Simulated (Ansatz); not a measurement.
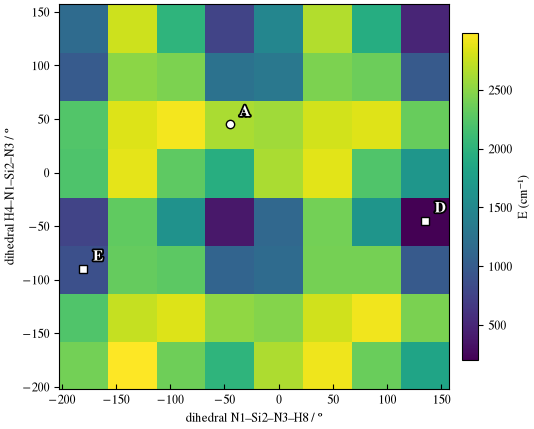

H6N2Si, SMILES N[SiH2]N. First axis: dihedral N1–Si2–N3–H8. Second axis: dihedral H4–N1–Si2–N3. Nothing is relaxed (all other coordinates rigid). The grid has 8 × 8 points. Energies: cm⁻¹, counted from the relaxed molecule at the same level. Energies and slopes of some neighbouring points disagree (a jump in structure or state, or too coarse a mesh). Computed with Ansatz, RKS wB97X-V/def2-SVP.

Drawn: one coloured cell a grid point, lettered points.

Rank the lettered points by energy, lowest first.

Answer. D (197 cm⁻¹), E (881 cm⁻¹), A (2635 cm⁻¹).
